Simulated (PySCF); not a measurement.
# C5H15OPSeSi: the cost of one run

Computed with PySCF 2.14.0 and routines of our own; the level stands in each step. Atoms count from 0.

### 1 The system as given

24 atoms, charge 0, multiplicity 1; geometry from: GFN2-xTB.

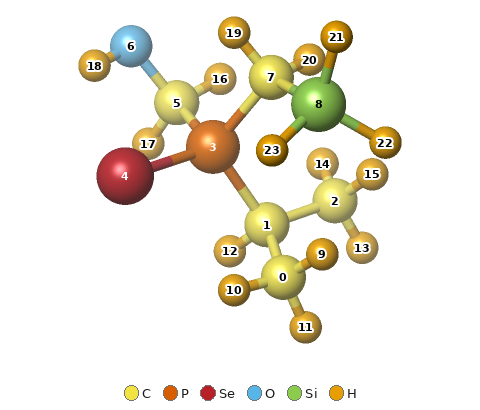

The starting geometry (carbon yellow, phosphorus orange, selenium red, oxygen blue, silicon green, hydrogen amber).

### 2 Magnetic properties: GIAO BHandHLYP/pcSseg-1

Job settings and geometry (Å):

```
{"job": {"kind": "mag", "xc": "BHandHLYP", "basis": "pcSseg-1", "isotopologues": 0}, "charge": 0, "multiplicity": 1}
C      1.729743     0.918173     1.215978
C      1.325744    -0.293357     0.387987
C      1.813932    -0.192089    -1.050673
P     -0.511498    -0.573015     0.497519
Se    -1.284248    -0.487556     2.446773
C     -0.760881    -2.305375    -0.154927
O     -2.106121    -2.642505    -0.027330
C     -1.408819     0.461379    -0.709307
Si    -1.364398     2.337628    -0.352691
H      1.380125     1.839111     0.753290
H      1.303138     0.850837     2.216021
H      2.813318     0.966944     1.308060
H      1.746827    -1.194413     0.858333
H      2.899785    -0.112492    -1.061738
H      1.531792    -1.069937    -1.629073
H      1.405436     0.693989    -1.532184
H     -0.516208    -2.364523    -1.218605
H     -0.106684    -2.990840     0.407775
H     -2.363002    -2.519130     0.901698
H     -2.439793     0.104094    -0.636463
H     -1.044977     0.225299    -1.709881
H     -2.525127     2.906377    -1.035587
H     -0.131654     2.869125    -0.948415
H     -1.398162     2.592038     1.080996
```

With the program's defaults for keys left out, this is: GIAO BHandHLYP/pcSseg-1 magnetisability, rotational g tensor and spin-rotation constants, non-relativistic, gas phase.

Launch:

```
$ OMP_NUM_THREADS=1 python excited_run.py task.json out
```

The driver reads the jobs from task.json and runs them one after another.

**Question.** How long does this first job take on 1 thread of Arm Neoverse V1, shared host, and how much memory does it need?

About 2.1 min, with a peak of 1.4 GiB.
